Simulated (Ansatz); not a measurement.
Fields on a plane of TiAl (CuAu type, space group P4/mmm)

```yaml
crystal:
  lattice:
    - [2.82428, 0.00000, 0.00000]
    - [0.00000, 2.82428, 0.00000]
    - [0.00000, 0.00000, 4.07075]
  atoms:
    - { symbol: Al, position: [0.50000, 0.50000, 0.50000] }
    - { symbol: Ti, position: [0.00000, 0.00000, 0.00000] }
```

The slice is a (001) plane (indices of the conventional cell) through the point (0.500, 0.500, 0.500) (fractional), spanned by u = [100] and v = [010] in vectors of this cell: u (2.82 Å) and v (2.82 Å, at 90° to u). It covers one period; positions are fractions (u, v).

Atoms on it: Al at (0.00, 0.00).

Computed with PBE (plane waves to 420 eV, PAW, scalar-relativistic; Ansatz, a first-principles code). k mesh 16×16×12. These are valence fields of a PAW run, semicore shells included where kept as valence: close to a nucleus they are smooth pseudo fields. TiAl is run without spin polarisation. TiAl was relaxed with its symmetry unable to fall.

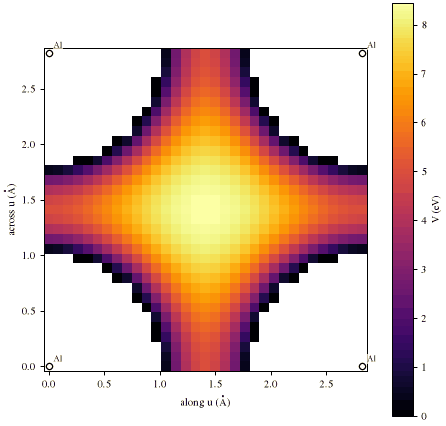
Fig. 1. Electrostatic potential energy of an electron, from the cell's mean, in eV, one period of the plane, atoms marked. Points within 1 Å of a nucleus are left white, as the pseudised field means little there. Values under 0 eV are set to 0. The zero, the cell's mean, hangs on the PAW cores.

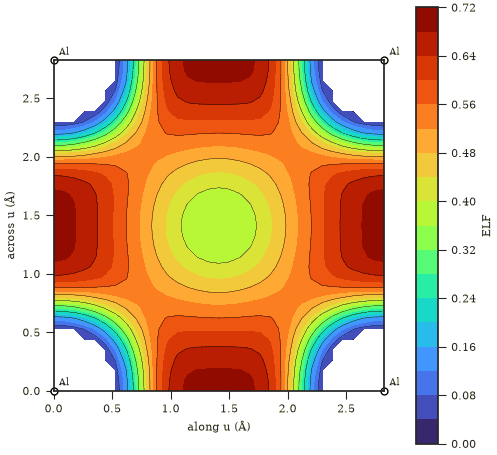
Figure: Electron localisation function (ELF), one period of the plane, atoms marked. Points within 0.5 Å of a nucleus are left white, as the pseudised field means little there.

The density on the Al–Al line (2.82 Å) at its midpoint is 0.22 e/Å³ and the ELF at that point is 0.69. ELF maximum in the middle third of the Al–Al line: 0.69, 1.4 Å from Al.
